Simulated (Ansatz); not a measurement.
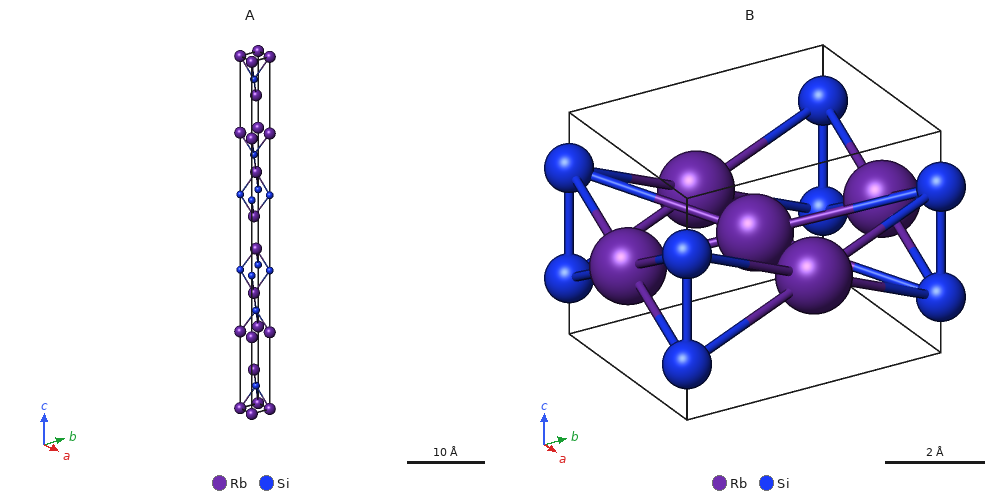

Two structures of Rb₃Si₂, each relaxed to rest (conventional cells in solid outline, small ones repeated, not to one scale). Method: DFT PBE, scalar-relativistic, plane waves, PAW in Ansatz 0.2.0, without spin polarisation.

### Name structures A and B.

A: 15 atoms a cell on a rhombohedral (trigonal R) lattice, R-3m. B: 5 atoms a cell on a primitive hexagonal lattice, P6/mmm.

### A or B: which is lower in energy?

B is lower, by 390 meV/atom at this level of theory (energies at zero smearing). Volumes: A 41.6, B 47.4 Å³/atom.

One or both may be structure types tried for this composition rather than known phases.
